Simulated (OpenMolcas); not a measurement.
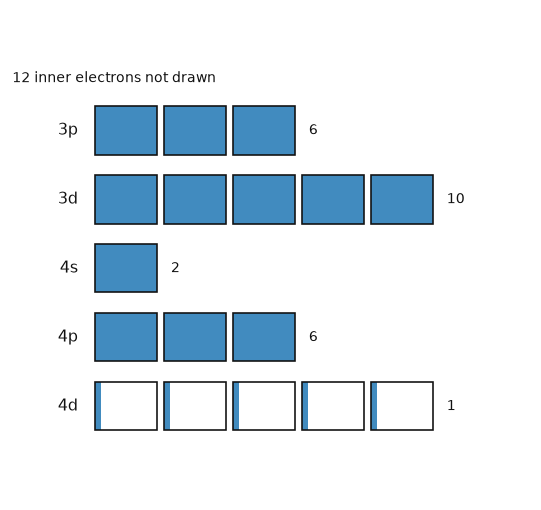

*The outer shells of the leading configuration of the lowest level: a box for each of the 2l + 1 orbitals, shaded by the share of the shell that is filled, with the electron count at the right.*

# Multiconfigurational calculation for Nb⁴⁺ complex

- system: Nb⁴⁺ with 6 ligands (OH; octahedron, 2.01 Å), neutralised by 6 outer point charges of +0.33 e, whose field is part of the energies.
- method: state-averaged CASSCF, active space 1 electron in the shell 4d, basis ANO-RCC-VTZP on the metal and ANO-RCC-VDZP on the ligands, DKH2 scalar Hamiltonian, spin-orbit coupling by RASSI with atomic mean-field integrals (OpenMolcas)

Input:
```
&GATEWAY
Coord
13

Nb 0.0 0.0 0.0
O 2.010000 0.000000 0.000000
H 2.419940 0.879119 0.000000
O 0.000000 2.010000 0.000000
H 0.000000 2.419940 0.879119
O -2.010000 0.000000 0.000000
H -2.419940 -0.879119 0.000000
O 0.000000 -2.010000 0.000000
H 0.000000 -2.419940 -0.879119
O 0.000000 0.000000 2.010000
H 0.879119 0.000000 2.419940
O 0.000000 0.000000 -2.010000
H -0.879119 0.000000 -2.419940
Basis=Nb.ANO-RCC-VTZP,H.ANO-RCC-VDZP,O.ANO-RCC-VDZP
Group=XYZ
NoMove
AngMom=0.0 0.0 0.0
AMFI
RICD
XField
3 Angstrom 0
5.210000 0.000000 0.000000 0.333333
0.000000 5.210000 0.000000 0.333333
0.000000 0.000000 5.210000 0.333333
&SEWARD
&RASSCF
FileOrb=start.orb
Symmetry=1
Spin=2
nActEl=1 0 0
Inactive=24 24
Ras2=5 0
CIRoot=5 5 1
SDav=5
CIMx=300
Iter=150 100
PrWF=0.3
OrbListing=Nothing
MaxOrb=0
LevShft=1.0
>>> COPY $Project.JobIph JOB001
&RASSI
NrOfJobIphs=1 5
1 2 3 4 5
IphNames
JOB001
EJob
SpinOrbit
DIPRint=1.0
SOCoupling=1000.0
Subsets=2
Property=9
'ANGMOM' 1 'ANGMOM' 2 'ANGMOM' 3 'MLTPL  1' 1 'MLTPL  1' 2 'MLTPL  1' 3
'AMFI' 1 'AMFI' 2 'AMFI' 3
SOProperty=3
'ANGMOM' 1 'ANGMOM' 2 'ANGMOM' 3
```

The file start.orb holds starting orbitals from an earlier step. A driver script formed the levels outside the program, from RASSI's spin-orbit matrix and the active-space energies, averaged over the components of each term or state.

Command:
```bash
OMP_NUM_THREADS=1 MOLCAS_MEM=2457 MOLCAS_PROJECT=a pymolcas a.inp > a.log  # once for each step of the input, in one work folder
```

The program's output (extracts):
```
--- SEWARD ---
Basis set label: NB.ANO-RCC...7S6P4D2F1G.

      Electronic valence basis set:
      ------------------
      Associated Effective Charge  41.000000 au
      Associated Actual Charge     41.000000 au
      Nuclear Model: Point charge

      Shell  nPrim  nBasis  Cartesian Spherical Contaminant
         s      21       7        X
         p      18       6        X
         d      13       4                 X
         f       6       2                 X
         g       4       1                 X
                  Relativistic Douglas-Kroll-Hess integrals:
                    - DKH order of Hamiltonian: 2
                    - DKH order of Properties : 0
                  Atomic mean-field integrals
--- RASSCF ---
Wave function specifications:
      -----------------------------

      Number of closed shell electrons          96
      Number of electrons in active shells       1
      Max number of holes in RAS1 space          0
      Max nr of electrons in RAS3 space          0
      Number of inactive orbitals               48
      Number of active orbitals                  5
      Number of secondary orbitals             129
      Spin quantum number                      0.5
      State symmetry                             1
Orbital specifications:
      -----------------------

      Symmetry species                           1   2
                                                ag  au
      Frozen orbitals                            0   0
      Inactive orbitals                         24  24
      Active orbitals                            5   0
      RAS1 orbitals                              0   0
      RAS2 orbitals                              5   0
      RAS3 orbitals                              0   0
      Secondary orbitals                        64  65
      Deleted orbitals                           0   0
      Number of basis functions                 93  89
      Number of CSFs                             5
      Number of root(s) required                 5
      Iter CI   SX   CI       RASSCF       Energy    max ROT     max BLB   max BLB  Level Ln srch  Step   QN
          iter iter root      energy       change     param      element    value   shift minimum  type update
 Nr of preliminary CI iterations:   1
      Total energies have been shifted. Add                -4000.00 au
        1   1   13    0  -269.84197647    0.00E+00   1.22E-01*   9  44 2 -2.13E-01*  0.70   0.00    SX    NO
        2   1   13    0  -270.33175387   -4.90E-01*  4.21E-02   24  27 1  1.25E-01*  0.87   0.00    SX    NO
        3   1   13    0  -270.42944778   -9.77E-02*  2.18E-02   24  27 1  6.77E-02*  0.93   0.00    SX    NO
        4   1   13    0  -270.45792091   -2.85E-02*  1.55E-02   24  27 1  3.88E-02*  0.95   0.00    SX    NO
        5   1   12    0  -270.46845013   -1.05E-02*  1.96E-02   24  27 1  2.32E-02*  0.95   2.50    LS   YES
        6   1   12    0  -270.47496579   -6.52E-03* -2.06E-02   19  45 1 -7.10E-03*  0.96   1.34    QN   YES
        7   1   11    0  -270.47625699   -1.29E-03* -2.67E-02   17  27 1 -4.01E-03*  0.96   1.71    QN   YES
        8   1   11    0  -270.47695819   -7.01E-04*  2.84E-02   16  51 1  3.37E-03*  0.95   1.75    QN   YES
        9   1   11    0  -270.47737396   -4.16E-04*  2.76E-02   19  30 1 -3.21E-03*  0.95   1.79    QN   YES
       10   1   11    0  -270.47764351   -2.70E-04* -2.41E-02   19  30 1 -2.52E-03*  0.94   1.80    QN   YES
        ...
       20   1    7    0  -270.47804655   -8.38E-08*  1.86E-04   17  27 1  3.75E-05   0.93   1.51    QN   YES
       21   1    7    0  -270.47804659   -3.56E-08* -1.22E-04   19  45 1 -2.31E-05   0.93   1.55    QN   YES
       22   1    6    0  -270.47804660   -1.68E-08* -7.16E-05   16  51 1  2.08E-05   0.93   1.54    QN   YES
       23   1    6    0  -270.47804661   -7.20E-09  -3.36E-05   19  51 1 -1.65E-05   0.93   1.46    QN   YES
      Convergence after 23 iterations
       24   1    6    0  -270.47804661   -2.43E-09  -3.36E-05   17  27 1 -6.01E-06   0.93   1.46    QN   YES
      Natural orbitals and occupation numbers for root  1
      sym 1:   0.000000   1.000000   0.000000  -0.000000   0.000000
      Natural orbitals and occupation numbers for root  2
      sym 1:   0.000000   1.000000  -0.000000   0.000000  -0.000000
      Natural orbitals and occupation numbers for root  3
      sym 1:   1.000000   0.000000   0.000000   0.000000   0.000000
::    RASSCF root number  1 Total energy:  -4270.53987112
::    RASSCF root number  2 Total energy:  -4270.53987112
::    RASSCF root number  3 Total energy:  -4270.53886862
::    RASSCF root number  4 Total energy:  -4270.38581110
::    RASSCF root number  5 Total energy:  -4270.38581110
--- RASSI ---
SPIN-FREE ENERGIES:
  (Shifted by EMIN (a.u.) =      -4270.5398711227)

 SF State       Relative EMIN(au)   Rel lowest level(eV)    D:o, cm**(-1)

     1             0.0000000000        0.0000000000              0.0000
     2             0.0000000000        0.0000000000              0.0000
     3             0.0010025062        0.0272795832            220.0247
     4             0.1540600213        4.1921867436          33812.2664
     5             0.1540600213        4.1921867436          33812.2664
     Dipole printing threshold changed to   1.00000000E+00
Eigenvalues of complex Hamiltonian:
   -----------------------------------
  (Shifted by EMIN (a.u.) =      -4270.5398711227)

 SO State       Relative EMIN(au)   Rel lowest level(eV)    D:o, cm**(-1)

     1            -0.0015028283        0.0000000000              0.0000
     2            -0.0015028283        0.0000000000              0.0000
     3            -0.0006225195        0.0239544215            193.2054
     4            -0.0006225195        0.0239544215            193.2054
     5             0.0030058654        0.1226878059            989.5439
     6             0.0030058654        0.1226878059            989.5439
     7             0.1539450997        4.2299536095          34116.8767
     8             0.1539450997        4.2299536095          34116.8767
     9             0.1542969314        4.2395274394          34194.0948
    10             0.1542969314        4.2395274394          34194.0948
Weights of the five most important spin-orbit-free states for each spin-orbit state.

 SO State  Total energy (au)           Spin-free states, spin, and weights
 -------------------------------------------------------------------------------------------------------
    1        -0.001503       2 0.5  0.4998    1 0.5  0.4998    4 0.5  0.0002    5 0.5  0.0002    3 0.5  0.0000
    2        -0.001503       2 0.5  0.4998    1 0.5  0.4998    4 0.5  0.0002    5 0.5  0.0002    3 0.5  0.0000
    3        -0.000623       3 0.5  0.5640    1 0.5  0.2178    2 0.5  0.2178    5 0.5  0.0002    4 0.5  0.0002
    4        -0.000623       3 0.5  0.5640    1 0.5  0.2178    2 0.5  0.2178    5 0.5  0.0002    4 0.5  0.0002
    5         0.003006       3 0.5  0.4357    2 0.5  0.2821    1 0.5  0.2821    5 0.5  0.0000    4 0.5  0.0000
    6         0.003006       3 0.5  0.4357    2 0.5  0.2821    1 0.5  0.2821    5 0.5  0.0000    4 0.5  0.0000
    7         0.153945       4 0.5  0.4998    5 0.5  0.4998    3 0.5  0.0003    1 0.5  0.0001    2 0.5  0.0001
    8         0.153945       4 0.5  0.4998    5 0.5  0.4998    3 0.5  0.0003    1 0.5  0.0001    2 0.5  0.0001
    9         0.154297       5 0.5  0.4998    4 0.5  0.4998    2 0.5  0.0002    1 0.5  0.0002    3 0.5  0.0000
   10         0.154297       5 0.5  0.4998    4 0.5  0.4998    2 0.5  0.0002    1 0.5  0.0002    3 0.5  0.0000
 -------------------------------------------------------------------------------------------------------
```

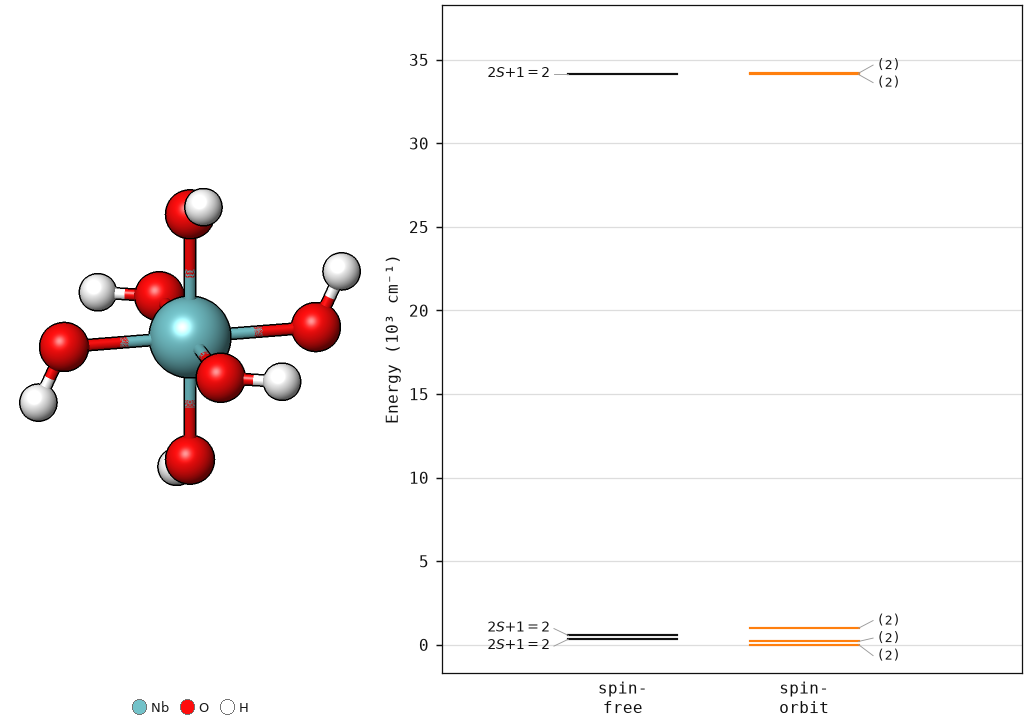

*Nb⁴⁺ (4d) with 6 ligands, OH⁻, at 2.01 Å (arrangement: octahedron, Ci), neutralised by outer point charges of +0.33 e, and its levels. Labels give the representation in O, Td, D4 or D3 as the site allows (double group for half-integer spin) where it could be assigned and, in brackets, the degeneracy; spin-free states, where drawn, share the zero of the spin-orbit levels.*

The ground level is a Kramers doublet, 100 % from states of spin multiplicity 2. Its principal g values are all close to zero. The next level lies at 193 cm⁻¹. The active orbitals hold 67 to 88 % metal character (Löwdin), and the Mulliken charge of the metal is +2.09.

Results in brief:

- outcome: converged
- energy of the lowest spin-free term: −4270.53987 hartree
- energy of the lowest spin-orbit level: −4270.54137 hartree
- largest spread among components of a term: 0.0 cm⁻¹
- hardware: 1 thread of Intel Xeon (Sapphire Rapids), 16 GiB of memory available, shared host
- wall time: 23 s
- peak memory: 0.4 GiB

Remarks:

Caveats: orbital doublet at a regular site, Jahn-Teller distortion not allowed for; covalent bonds, ligand orbitals missing from the active space; distances are set from ionic radii, not optimised.
